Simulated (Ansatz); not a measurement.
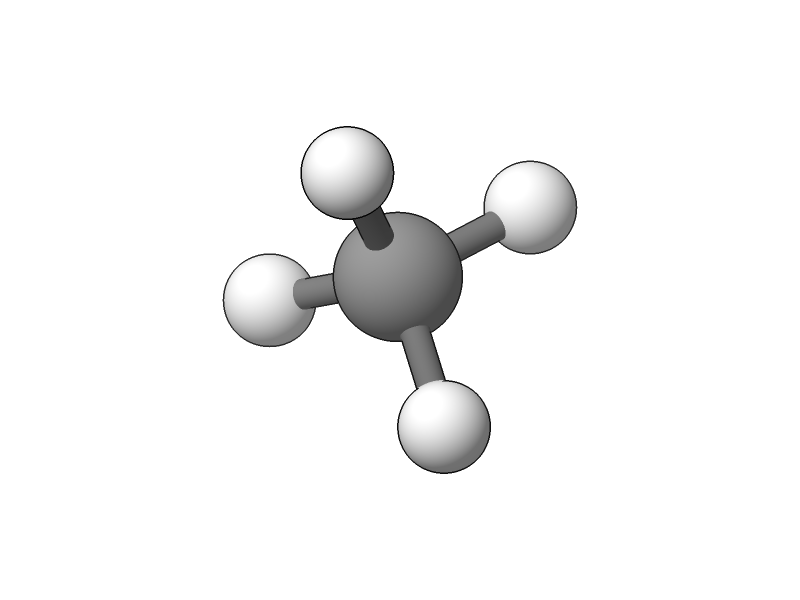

Ball-and-stick drawing of a structure. Colours: carbon grey, hydrogen white.

Describe the molecule.

It has 5 atoms: 1 carbon and 4 hydrogen (CH₄). The point group is Td. Coordination: 1 C tetrahedral.

More results for the same structure follow; atom numbers are the same in all pictures, views and colours differ. Computed geometry: PBE0-D4/def2-TZVP optimisation.

Geometry

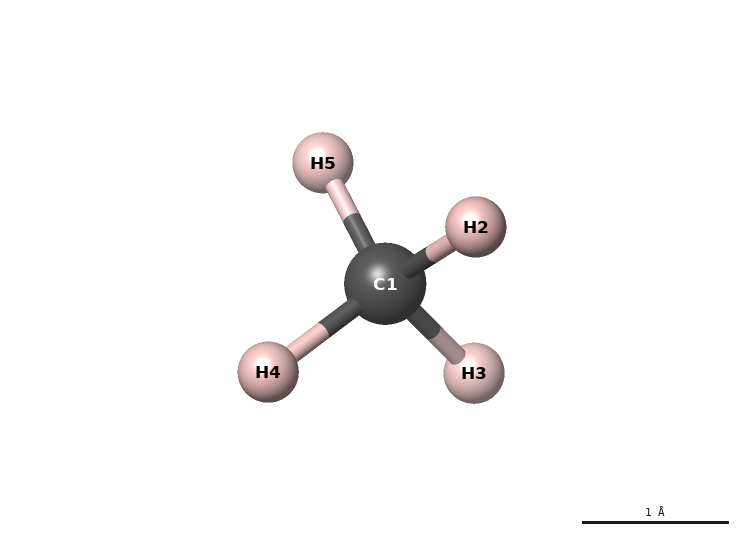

Estimate the angles H2–C1–H3.

```csv
angle,degrees
H2–C1–H3,109.5
```

Thermal motion

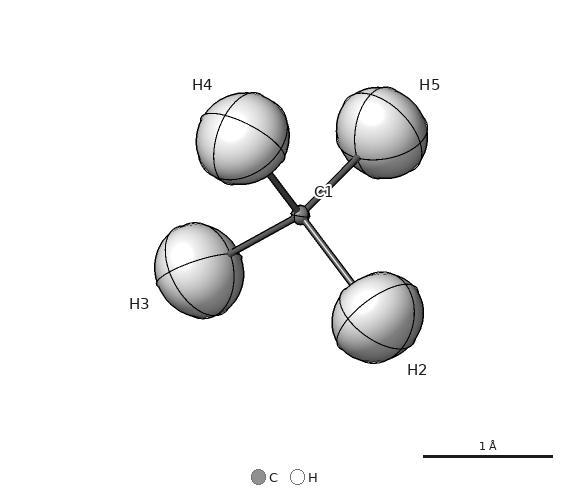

Displacement ellipsoids at the 50 % level, enlarged 3 times, from the internal vibrations of the free molecule (harmonic, no overall translation or rotation; no half-axis is drawn under 0.075 Å). Vibrations computed with RKS PBE0-D4/def2-TZVP (Ansatz 0.2.0). Temperature: 0 K (zero-point motion alone).

**Which atom has the largest mean-square displacement?**

H2, H3, H4, H5, with U_eq = 0.0061 Å².

List U_eq and the three principal root-mean-square amplitudes for each kind of atom.

```csv
atom,U_eq (Å²),rms amplitudes (Å)
C1,0.00021,"0.014, 0.014, 0.014"
"H2, H3, H4, H5",0.0061,"0.071, 0.081, 0.081"
```

Electronic properties

Properties computed with RKS PBE0-D4/def2-TZVPP (Ansatz 0.2.0).

Computed properties:

- HOMO energy (Kohn–Sham orbital): −10.98 eV
- LUMO energy (Kohn–Sham orbital): 1.70 eV
- HOMO–LUMO gap: 12.68 eV

Vibrations

Harmonic vibrations computed with RKS PBE0-D4/def2-TZVP (Ansatz 0.2.0) at a stationary point of the same level.

**How many vibrational modes are there, and where do they lie?**

9 modes: 1326, 1326, 1326, 1551, 1551, 3047, 3168, 3168, 3168 cm⁻¹.

Charges

The questions are on Mulliken charges. Properties computed with RKS PBE0-D4/def2-TZVP (Ansatz 0.2.0).

List the Mulliken charges.

| atom | value (e) |
| --- | --- |
| C1 | −0.53 |
| H2 | 0.13 |
| H3 | 0.13 |
| H4 | 0.13 |
| H5 | 0.13 |

Mulliken values depend strongly on the basis set and can even reverse the polarity of a bond.
